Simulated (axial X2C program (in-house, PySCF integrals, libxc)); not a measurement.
# All-electron X2C curves of SnAl, part 2 of 2

Computed with an in-house X2C program for linear molecules on PySCF integrals; all-electron X2C, Sn dyall-cv3z, Al dyall-v3z. The steps go on from the part before.

## (9) PBE0, 2c

State followed: Ω = 3/2 (excess of +ω over −ω: ω = 3/2). The scan is laid around 2.669 Å, a first estimate of the minimum, and this SCF restarts from the orbitals of the search.

The SCF at the reference distance of 2.669 Å:

```text
two-component X2C + atomic mean field  PBE0
basis functions 178  fitting functions 958  grid points 5081
iter        total energy     max residual
   1      -6416.342636920     6.13e-01
   2      -6416.367703243     1.80e-03
   3      -6416.367713485     5.48e-04
   4      -6416.367717996     3.21e-04
   5      -6416.367718793     1.74e-04
   6      -6416.367719075     7.80e-05
   7      -6416.367719140     1.56e-05
   8      -6416.367719144     5.40e-06
converged
one-electron -9079.83845078  Coulomb 2722.96484326  exact exchange -45.49946103  xc functional -139.32154776  nuclear repulsion 128.87418025  atomic mean-field constant -3.54728309
```

Along the bond, energies from the lowest point:

| R (Å) | E (eV) | μ (D) | HOMO (eV) | LUMO (eV) | iterations |
| --- | --- | --- | --- | --- | --- |
| 2.322 | 0.4874 | 0.36 | -5.36 | -3.00 | 27 |
| 2.429 | 0.1984 | 0.46 | -5.41 | -2.88 | 23 |
| 2.509 | 0.0762 | 0.55 | -5.44 | -2.81 | 19 |
| 2.589 | 0.0150 | 0.67 | -5.33 | -2.73 | 18 |
| 2.669 | 0.0000 | 0.80 | -5.23 | -2.68 | 8 |
| 2.762 | 0.0255 | 0.97 | -5.13 | -2.68 | 18 |
| 2.856 | 0.0850 | 1.17 | -5.03 | -2.69 | 16 |
| 2.976 | 0.1942 | 1.43 | -4.91 | -2.68 | 16 |
| 3.123 | 0.3578 | 1.78 | -4.77 | -2.66 | 16 |
| 3.336 | 0.6204 | 2.30 | -4.60 | -2.62 | 16 |

Dipoles are positive if Al is the positive end.

Outer spinors at the reference distance:

| ω | occupied | ε (eV) | atomic character | λ mixture |
| --- | --- | --- | --- | --- |
| -3/2 | yes | -28.60 | 100% Sn d | 85% δ, 15% π |
| -1/2 | yes | -28.56 | 100% Sn d | 66% π, 34% σ |
| 1/2 | yes | -28.53 | 100% Sn d | 50% π, 50% σ |
| 3/2 | yes | -28.50 | 100% Sn d | 75% δ, 25% π |
| 5/2 | yes | -27.62 | 100% Sn d | 100% δ |
| 3/2 | yes | -27.57 | 100% Sn d | 75% π, 25% δ |
| 1/2 | yes | -27.54 | 100% Sn d | 50% σ, 50% π |
| -1/2 | yes | -27.51 | 100% Sn d | 66% σ, 34% π |
| -3/2 | yes | -27.47 | 100% Sn d | 85% π, 15% δ |
| -5/2 | yes | -27.46 | 100% Sn d | 100% δ |
| 1/2 | yes | -13.01 | 66% Sn s, 18% Al s, 10% Al p | 100% σ |
| -1/2 | yes | -11.21 | 64% Sn s, 21% Al s, 8% Al p | 100% σ |
| 1/2 | yes | -9.03 | 53% Al s, 24% Sn p, 14% Sn s | 100% σ |
| -1/2 | yes | -7.73 | 53% Al s, 20% Sn p, 16% Sn s | 100% σ |
| -1/2 | yes | -5.48 | 70% Sn p, 24% Al p, 4% Al d | 99% π, 1% σ |
| 1/2 | yes | -5.47 | 43% Al p, 42% Sn p, 10% Al s | 99% σ, 1% π |
| 3/2 | yes | -5.23 | 65% Sn p, 29% Al p, 4% Al d | 100% π |
| -1/2 | no | -2.68 | 44% Al p, 42% Sn p, 9% Al s | 98% σ, 2% π |
| 1/2 | no | -2.67 | 56% Sn p, 40% Al p, 2% Al d | 99% π, 1% σ |
| -3/2 | no | -2.53 | 51% Sn p, 46% Al p | 100% π |
| -1/2 | no | -1.81 | 66% Al p, 22% Sn p, 7% Sn d | 99% π, 1% σ |

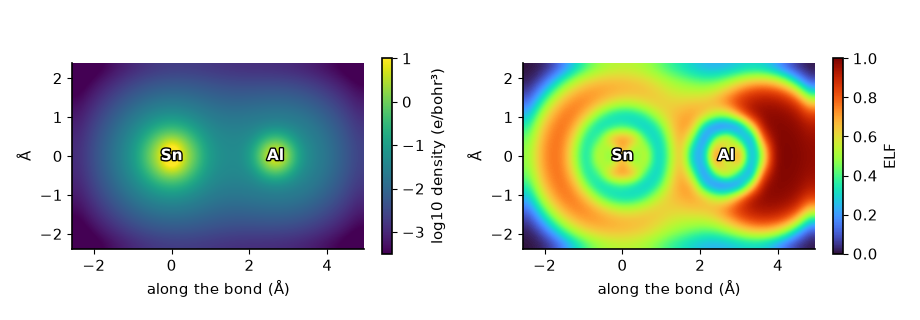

PBE0 fields in a plane through the axis, from a grid of 0.3 Å; Sn lies at z = 0 and Al at z = 2.669 Å; the ELF is damped to zero where the density is low.

Re = 2.660 Å, ωe = 262.3 cm⁻¹, ωexe = 0.989 cm⁻¹, Be = 0.1082 cm⁻¹, De = 2.22 eV, μ = 0.78 D.

## (10) HF, 2c

The SCF at the reference distance of 2.669 Å:

```text
two-component X2C + atomic mean field  HF
basis functions 178  fitting functions 958  grid points 5081
iter        total energy     max residual
   1      -6413.544554471     3.76e-01
   2      -6413.569315851     7.34e-03
   3      -6413.570700650     1.30e-02
   4      -6413.571104815     5.66e-03
   5      -6413.571261467     1.23e-03
   6      -6413.571334316     2.50e-03
   7      -6413.571373134     1.32e-03
   8      -6413.571396377     5.55e-04
   9      -6413.571417738     1.04e-03
  10      -6413.571440989     1.29e-03
  11      -6413.571464782     8.46e-04
  12      -6413.571481719     4.92e-04
  13      -6413.571490902     3.98e-04
  14      -6413.571495623     3.56e-04
  15      -6413.571497710     1.38e-04
  16      -6413.571498388     4.98e-05
  17      -6413.571498516     3.27e-05
  18      -6413.571498541     1.29e-05
  19      -6413.571498551     8.26e-06
  20      -6413.571498555     6.60e-06
  21      -6413.571498556     3.02e-06
  22      -6413.571498557     1.50e-06
converged
one-electron -9079.10306013  Coulomb 2722.30238009  exact exchange -182.09771568  xc functional 0.00000000  nuclear repulsion 128.87418025  atomic mean-field constant -3.54728309
```

Re = 2.738 Å, ωe = 237.1 cm⁻¹, ωexe = 0.975 cm⁻¹, Be = 0.1021 cm⁻¹, De = 1.25 eV, μ = 1.72 D.

## (11) LDA, 2c

The SCF at the reference distance of 2.669 Å:

```text
two-component X2C + atomic mean field  LDA
basis functions 178  fitting functions 958  grid points 5081
iter        total energy     max residual
   1      -6409.789450605     1.29e+00
   2      -6409.807220193     1.73e-02
   3      -6409.807358082     4.04e-02
   4      -6409.807614460     1.48e-03
   5      -6409.807627763     1.40e-03
   6      -6409.807638426     1.23e-03
   7      -6409.807645645     4.98e-04
   8      -6409.807646337     2.43e-04
   9      -6409.807646757     1.32e-04
  10      -6409.807646794     2.09e-05
  11      -6409.807646797     8.32e-06
converged
one-electron -9079.09189039  Coulomb 2722.08002312  exact exchange 0.00000000  xc functional -178.12267669  nuclear repulsion 128.87418025  atomic mean-field constant -3.54728309
```

Re = 2.630 Å, ωe = 265.2 cm⁻¹, ωexe = 1.1 cm⁻¹, Be = 0.1107 cm⁻¹, De = 2.68 eV, μ = 0.69 D.

## (12) Correlated methods, 2c

Correlated methods: 7 electrons correlated (frozen shells, counted by type: Sn 4 s, 3 p, 2 d; Al 2 s, 1 p), 231 virtual spinors in MP2, 90 natural virtuals in coupled cluster.

Output of the correlated part at 2.669 Å:

```text
correlated 7  virtual 231  natural virtual 90  E(MP2) -0.105074128  MP2 remainder -0.002305149
iter   CCSD correlation   residual
   1     -0.118786567   1.33e-01
   2     -0.125608590   5.87e-02
   3     -0.126509659   2.29e-02
   4     -0.126927504   1.27e-02
   5     -0.127035329   6.97e-03
   6     -0.127080568   4.02e-03
   7     -0.127131292   2.70e-03
   8     -0.127136004   1.77e-03
   9     -0.127143344   1.00e-03
  10     -0.127148889   5.32e-04
  11     -0.127155011   2.80e-04
  12     -0.127156608   1.61e-04
  13     -0.127157596   1.04e-04
  14     -0.127157600   6.99e-05
  15     -0.127157838   4.35e-05
  16     -0.127157926   2.45e-05
  17     -0.127157957   1.41e-05
  18     -0.127157946   9.90e-06
(T) -0.007218557  T1 0.0536  D1 0.0758  max T2 0.078
```

MP2: Re = 2.674 Å, ωe = 262.8 cm⁻¹, Be = 0.107 cm⁻¹, De = 1.98 eV.

CCSD: Re = 2.690 Å, ωe = 259.1 cm⁻¹, ωexe = 0.942 cm⁻¹, Be = 0.1058 cm⁻¹, De = 1.72 eV. T1 at Re = 0.038 (Lee–Taylor, the printed value over √2).

CCSD(T): Re = 2.685 Å, ωe = 262.1 cm⁻¹, ωexe = 0.941 cm⁻¹, Be = 0.1062 cm⁻¹, De = 1.81 eV. T1 at Re = 0.038 (Lee–Taylor, the printed value over √2).

## (13) A higher determinant, 2c

State: Ω = 1/2 (excess of +ω over −ω: 2 × ω = -1/2, ω = 3/2).

Output at the reference distance:

```text
two-component X2C + atomic mean field  PBE0
basis functions 178  fitting functions 958  grid points 5081
iter        total energy     max residual
   1      -6416.331150348     6.03e-01
   2      -6416.356067107     1.85e-03
   3      -6416.356078354     4.21e-04
   4      -6416.356081694     2.91e-04
   5      -6416.356082467     1.43e-04
   6      -6416.356082634     8.36e-05
   7      -6416.356082696     1.38e-05
   8      -6416.356082699     4.93e-06
converged
one-electron -9079.68350156  Coulomb 2722.81154405  exact exchange -45.49678517  xc functional -139.31423718  nuclear repulsion 128.87418025  atomic mean-field constant -3.54728309
```

| R (Å) | E above the lowest PBE0 point (eV) |
| --- | --- |
| 2.322 | 0.772 |
| 2.429 | 0.490 |
| 2.509 | 0.375 |
| 2.589 | 0.322 |
| 2.669 | 0.317 |
| 2.762 | 0.353 |
| 2.856 | 0.422 |
| 2.976 | 0.542 |
| 3.123 | 0.714 |

Re = 2.640 Å, ωe = 272.7 cm⁻¹, ωexe = 1.15 cm⁻¹, Be = 0.1098 cm⁻¹, μ = 0.82 D. Te = 0.31 eV.

## (14) The 2c curves together

Energy (eV) of the followed determinant, 2c, from each level's lowest point:

| R (Å) | PBE0 | HF | MP2 | CCSD | CCSD(T) | LDA |
| --- | --- | --- | --- | --- | --- | --- |
| 2.322 | 0.487 | 0.657 | 0.535 | n/a | n/a | 0.390 |
| 2.429 | 0.198 | 0.315 | 0.226 | 0.253 | 0.248 | 0.143 |
| 2.509 | 0.076 | 0.155 | 0.093 | 0.109 | 0.105 | 0.044 |
| 2.589 | 0.015 | 0.059 | 0.022 | 0.030 | 0.028 | 0.001 |
| 2.669 | 0.000 | 0.010 | 0.000 | 0.000 | 0.000 | 0.000 |
| 2.762 | 0.026 | 0.000 | 0.020 | 0.012 | 0.015 | 0.038 |
| 2.856 | 0.085 | 0.026 | 0.076 | 0.061 | 0.067 | 0.107 |
| 2.976 | 0.194 | 0.097 | 0.186 | 0.161 | 0.170 | 0.224 |
| 3.123 | 0.358 | 0.219 | 0.357 | n/a | n/a | 0.393 |
| 3.336 | 0.620 | 0.422 | 0.640 | n/a | n/a | 0.654 |

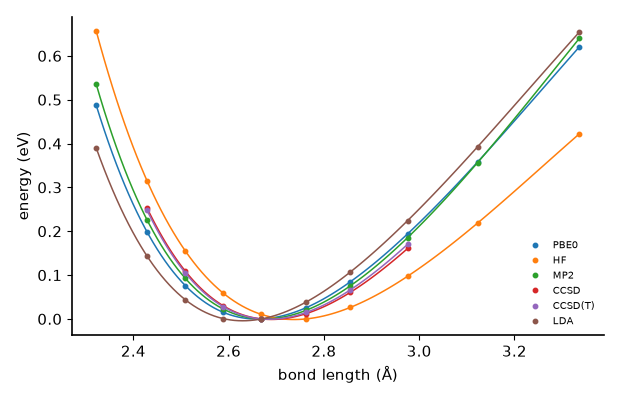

Curves of the followed state, 2c, each from its own lowest point.

The whole job took 2 min on 1 thread of INTEL XEON PLATINUM 8581C at 2.10GHz (Emerald Rapids), shared host; peak memory 0.51 GiB.

## (15) Constants

This closing draws on all 2 parts.

Lowest determinant that the search found at its distance, spin-free: M_S = 3/2, Λ = 0 (beyond closed shells: σα, π+α, π-α).

Lowest determinant that the search found at its distance, 2c: Ω = 3/2 (excess of +ω over −ω: ω = 3/2).

```
Hamiltonian    level  Re (Å)  ωe (cm⁻¹)  De (eV)  μ (D)
  spin-free     PBE0   2.659      264.1     2.24   0.80
  spin-free       HF   2.736      237.2     1.36   1.79
  spin-free      MP2   2.669      268.8     2.03    n/a
  spin-free     CCSD   2.686      261.9     1.92    n/a
  spin-free  CCSD(T)   2.682      265.0     2.05    n/a
  spin-free      LDA   2.631      268.2     2.73   0.69
         2c     PBE0   2.660      262.3     2.22   0.78
         2c       HF   2.738      237.1     1.25   1.72
         2c      MP2   2.674      262.8     1.98    n/a
         2c     CCSD   2.690      259.1     1.72    n/a
         2c  CCSD(T)   2.685      262.1     1.81    n/a
         2c      LDA   2.630      265.2     2.68   0.69
```

Dipoles are positive if Al is the positive end.

Time per point (s) on 1 thread of INTEL XEON PLATINUM 8581C at 2.10GHz (Emerald Rapids), shared host (2c runs; CCSD comes with the CCSD(T) run); the times are rough: PBE0 1, HF 0.83, MP2 0.9, CCSD(T) 4.1, LDA 0.37.

What this shows: At CCSD(T), going from spin-free to two-component changes Re by +3 mÅ, ωe by -1.1 %, which is small (part of it comes from the scalar share of the two-electron terms). De moves by -0.23 eV; both De rest on single-determinant atoms, which can miss part of an open shell's spin–orbit lowering.

De refers to Sn + Al, each in the lowest determinant found, which need not be this curve's own limit. Each curve is one determinant whose occupation by symmetry is held fixed; it was picked as the lowest of a PBE0 search that is not exhaustive. De is counted from the lowest determinant-based energies of the atoms at the same level, without counterpoise correction. Density functionals use the spin component along the axis (collinear). Coupled cluster ran in a truncated set of natural virtual spinors; the MP2 energy of the rest was added. With several unpaired electrons one determinant need not be a pure state. With the outer-core shells frozen, correlated bond lengths of heavy atoms tend to come out a few hundredths of an ångström too long. T1 at Re is 0.038 (Lee–Taylor), above the customary mark of 0.02.
